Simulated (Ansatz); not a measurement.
Band structure of NbC (Fm-3m, 2 atoms in the cell).

```yaml
crystal:
  lattice:
    - [0.00000, 2.20648, 2.20648]
    - [2.20648, 0.00000, 2.20648]
    - [2.20648, 2.20648, 0.00000]
  atoms:
    - { symbol: Nb, position: [0.00000, 0.00000, 0.00000] }
    - { symbol: C, position: [0.50000, 0.50000, 0.50000] }
```

Method: PBE, harder PAW files (source: ansatz) (plane waves; Ansatz, a first-principles code).

Settings: basis.ecutwfc = 820 eV; kpoints.mp_grid.grid = 17 17 17; hamiltonian.xc = pbe; hamiltonian.pseudopotentials = {kind: paw, source: ansatz}; scf.occupations.method = methfessel_paxton; scf.occupations.width = 0.136 eV; kpoints.band_path.npoints = 6.

The starting cell comes from a database of computed structures (which also holds hypothetical and non-ambient phases and stackings), without a prior relaxation at this level. Its lattice was rescaled by a random factor within 2.5 % of one. Spin polarisation is off.

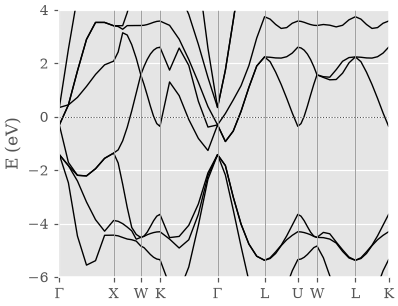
Bands along the path, energies from the Fermi level.

Levels in eV from the Fermi level, bands 5 to 12:
```
point       5      6      7      8      9     10     11    12
-----  ------  -----  -----  -----  -----  -----  -----  ----
Γ      -13.68  -1.42  -1.42  -1.42  -0.31  -0.31  -0.31  0.34
X      -12.40  -4.43  -3.89  -1.36  -1.36   2.08   3.40  3.40
W      -11.52  -4.84  -4.52  -4.52   1.57   1.57   3.41  5.46
K      -11.61  -5.35  -4.31  -3.66  -0.36   2.60   3.58  5.83
L       -9.81  -7.83  -5.38  -5.38   2.24   2.24   3.74  5.84
U      -11.61  -5.35  -4.31  -3.66  -0.36   2.60   3.58  5.83
```

Bands cross the Fermi level along this path, so the cell is metallic at this level.

Keys are those of Ansatz 0.2.
